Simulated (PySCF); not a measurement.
## Electronic structure of C6H10B2 (SMILES CCC1=CBC=CB1) in real space

```json
{"atom": "C", "x (Å)": "-2.3380", "y (Å)": "0.1983", "z (Å)": "1.0392"}
{"atom": "C", "x (Å)": "-1.7854", "y (Å)": "0.2270", "z (Å)": "-0.3861"}
{"atom": "C", "x (Å)": "-0.2938", "y (Å)": "0.0332", "z (Å)": "-0.3844"}
{"atom": "C", "x (Å)": "0.2775", "y (Å)": "-1.0046", "z (Å)": "-1.0368"}
{"atom": "B", "x (Å)": "1.7787", "y (Å)": "-1.3251", "z (Å)": "-0.8794"}
{"atom": "C", "x (Å)": "2.6772", "y (Å)": "-0.2966", "z (Å)": "-0.1376"}
{"atom": "C", "x (Å)": "2.1238", "y (Å)": "0.7471", "z (Å)": "0.5115"}
{"atom": "B", "x (Å)": "0.6425", "y (Å)": "1.1089", "z (Å)": "0.2472"}
{"atom": "H", "x (Å)": "-1.8643", "y (Å)": "0.9689", "z (Å)": "1.6439"}
{"atom": "H", "x (Å)": "-2.1404", "y (Å)": "-0.7673", "z (Å)": "1.5006"}
{"atom": "H", "x (Å)": "-3.4127", "y (Å)": "0.3671", "z (Å)": "1.0372"}
{"atom": "H", "x (Å)": "-2.0122", "y (Å)": "1.1993", "z (Å)": "-0.8333"}
{"atom": "H", "x (Å)": "-2.2779", "y (Å)": "-0.5444", "z (Å)": "-0.9846"}
{"atom": "H", "x (Å)": "-0.3761", "y (Å)": "-1.6801", "z (Å)": "-1.5855"}
{"atom": "H", "x (Å)": "2.1962", "y (Å)": "-2.3834", "z (Å)": "-1.1672"}
{"atom": "H", "x (Å)": "3.7488", "y (Å)": "-0.4565", "z (Å)": "-0.0475"}
{"atom": "H", "x (Å)": "2.7643", "y (Å)": "1.3929", "z (Å)": "1.1073"}
{"atom": "H", "x (Å)": "0.2830", "y (Å)": "2.2217", "z (Å)": "0.3438"}
```

Geometry: GFN2-xTB.

These are results of PySCF 2.14.0, CAM-B3LYP/def2-SVPD, SCF density, gas phase, not measurements.

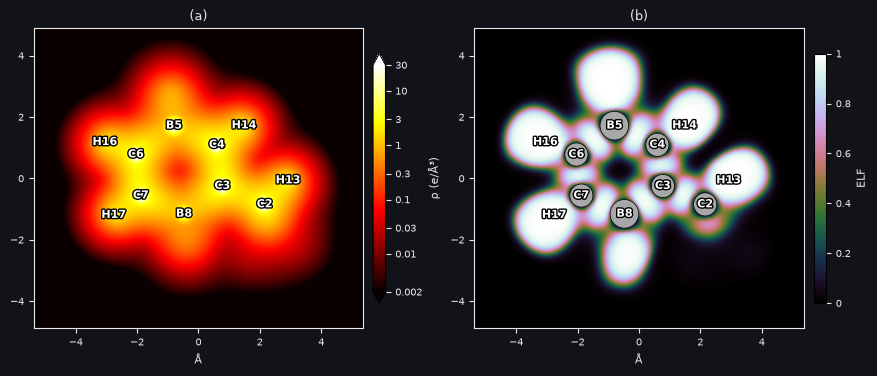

Figure 1. (a) total electron density; (b) electron localisation function on the plane of atoms C3, C4 and H14. Grey discs cover the atomic cores in the ELF map.

> Describe what can be read from this map.

The section cuts through C, B and H sites. C–C (1.35 Å): ρ is about 2.3 e/Å³ halfway; the ELF peaks at about 0.95 between the atoms (localised, covalent bonding). C–B (1.54 Å): ρ is about 1.5 e/Å³ halfway; the ELF peaks at about 1 between the atoms (a shared electron pair). C–H (1.09 Å): ρ is about 2 e/Å³ halfway; the ELF climbs to about 1 towards the hydrogen, as it does in any bond to H; a covalent bond by its length. C–C (1.50 Å): ρ is about 1.7 e/Å³ halfway; the ELF peaks at about 0.95 between the atoms: a covalent bond.

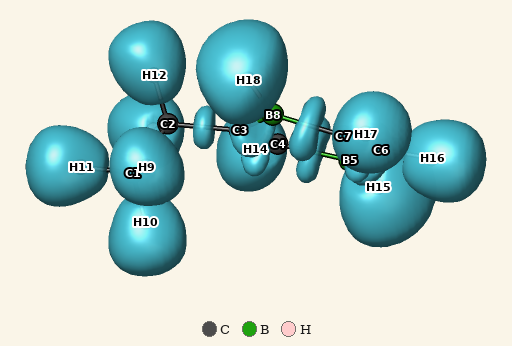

Figure 2. Isosurface of the ELF at 0.85 (cyan), seen from one side. Core shells and regions of very low density are left out.

> Where are the electrons localised?

The ELF exceeds this value in four regions between bonded B–C atoms (shared pairs), four regions between bonded C–C atoms (shared pairs) and ten regions around hydrogen nuclei.

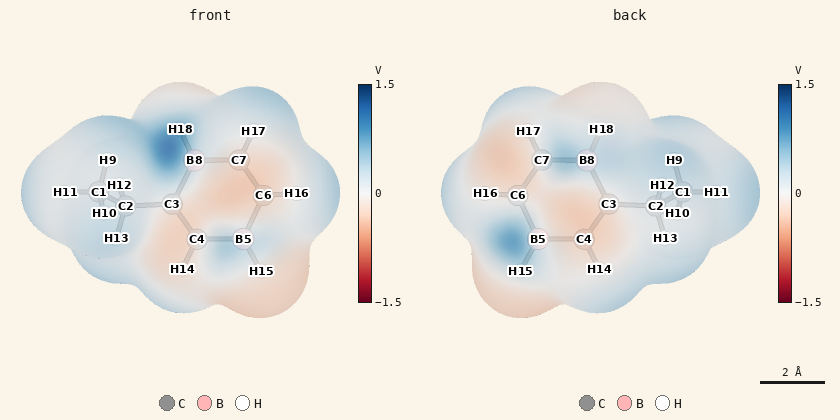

Figure 3. The molecular electrostatic potential painted on the density surface at 0.001 e/bohr³, seen from the front and from behind; red is negative and blue positive.

> Describe the electrostatic potential map.

The most negative region (about −0.4 V) lies over the π face of C3, C4, C6 and C7, the most positive (about +1.0 V) over B8.

> How polar is the molecule by this calculation?

Its dipole moment is 0.72 D.

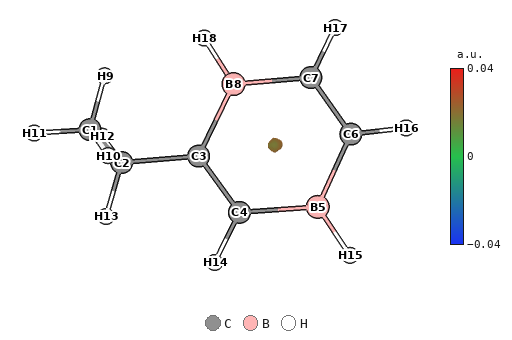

Figure 4. Non-covalent interaction (NCI) plot: the surface where the reduced density gradient is 0.4, for densities under 0.05 a.u., coloured by sign(λ₂)ρ; seen across its widest extent.

> What holds or crowds the atoms apart from the covalent bonds?

Inside the ring or cage of C3, C4, B5, C6, C7 and B8: steric crowding (red).
